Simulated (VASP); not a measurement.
Band structure of InSb (zinc blende). All values below come from MS2 meta-GGA, VASP's PBE PAW potentials (set 64) (plane waves; VASP).

Unless said otherwise, spin-orbit coupling is left out, though it shifts the bands of the heavy elements here.

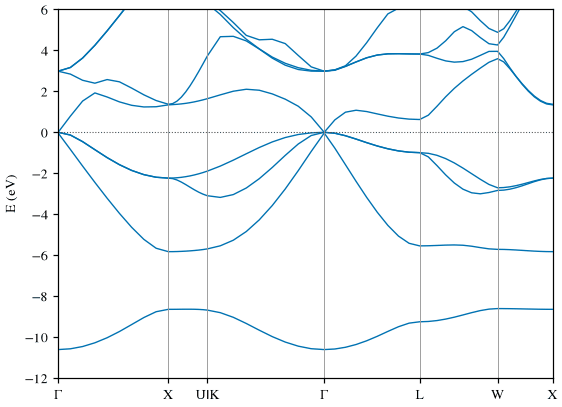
Bands along high-symmetry lines, zero at the valence-band maximum or, without a gap, the Fermi level

Task: Read the plot: is there a gap, and where are the band edges?

Result: It has no gap at this level: it comes out as a metal or semimetal.

The compound is InSb in the zinc blende structure. It was relaxed first.
